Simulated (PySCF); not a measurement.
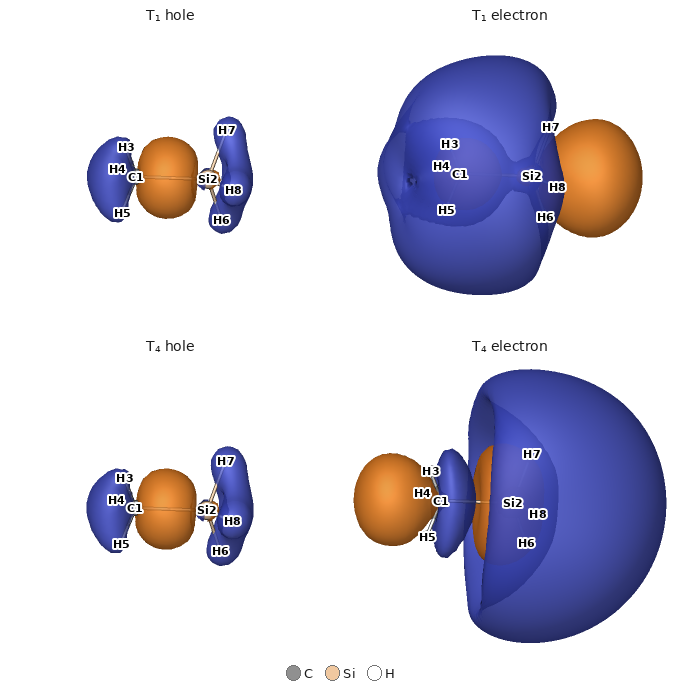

Figure. CH₆Si, SMILES `C[SiH3]`. Leading natural transition orbitals (full linear response triplet states).

Method: M06-2X/def2-SVPD; geometry: GFN2-xTB; program: PySCF. No frequency check shows the geometry to be a minimum.

Input script:

```python
import numpy as np
from pyscf import gto, scf, dft, tdscf
from pyscf.scf import atom_ks, atom_hf
from scipy.linalg import block_diag

def solve(mol, dm0=None, hcore=None):
    mf = (dft.UKS if mol.spin else dft.RKS)(mol, xc='m062x')
    mf.grids.level = 3
    mf = mf.density_fit(auxbasis='def2-universal-jkfit')
    mf.conv_tol, mf.max_cycle = 1e-8, 80
    if hcore is not None:
        mf.get_hcore = lambda *args: hcore
    mf.kernel(dm0)
    if not mf.converged:
        mf = mf.newton().run(mf.mo_coeff, mf.mo_occ, max_cycle=30)
    assert mf.converged, 'SCF not converged'
    return mf

mol = gto.M(atom='''
C     -1.25032    -0.00005     0.00000
Si     0.64515     0.00000     0.00000
H     -1.64523    -0.10967     1.00638
H     -1.64518     0.92654    -0.40813
H     -1.64525    -0.81657    -0.59826
H      1.13516     0.15357    -1.37176
H      1.13519     1.11118     0.81890
H      1.13510    -1.26479     0.55288
''', basis='def2-svpd', charge=0, spin=0, verbose=4)
mf = solve(mol)
td = mf.TDDFT()
td.nstates, td.singlet, td.conv_tol = 5, False, 1e-5
td.kernel()
td.analyze()
x, y = np.array([p[0] for p in td.xy]), np.array([p[1] + 0 * p[0] for p in td.xy])
f, mu = np.zeros(len(td.e)), np.zeros((len(td.e), 3))
nto = [td.get_nto(state=i + 1, verbose=4) for i in range(len(td.e))]
# spherically averaged free atoms, for the promolecule
atm = atom_ks.get_atm_nrks(mol, xc='m062x')
pro = block_diag(*[(atm[a[0]][2] * atm[a[0]][3]) @ atm[a[0]][2].T for a in mol._atom])
np.savez('result.npz', e=td.e, f=f, ok=td.converged, w=[n[0] for n in nto], nto=[n[1] for n in nto], x=x, y=y, c=mf.mo_coeff, occ=mf.mo_occ, eps=mf.mo_energy, pro=pro, mu=mu)
```

Command:

```sh
OMP_NUM_THREADS=1 python input.py
```

The run took 19 min on 1 thread of Arm Neoverse N1, with other jobs on the host, peak memory 0.69 GiB.

Describe these excited states.

Answer. By state:
- T₁: 7.92 eV (157 nm), spin-forbidden from the singlet ground state, partly diffuse acceptor orbital; the leading pair carries 98 %; hole on C1 (42 %) and Si2 (31 %), electron on Si2 (39 %), C1 (14 %) and H3, H4 and H5 (9 % each) (atom shares of so diffuse an orbital are rough); their centroids lie 0.3 Å apart.
- T₄: 8.90 eV (139 nm), spin-forbidden from the singlet ground state, partly diffuse acceptor orbital; the leading pair carries 74 %; hole on Si2 (33 %), C1 (31 %) and H6, H7 and H8 (8 % each), electron on Si2 (46 %), H6, H7 and H8 (13 % each) and C1 (8 %) (atom shares of so diffuse an orbital are rough) (shares are of the whole state, not of the leading pair alone); their centroids lie 1.1 Å apart; T₅ lies within 0.1 eV of it.
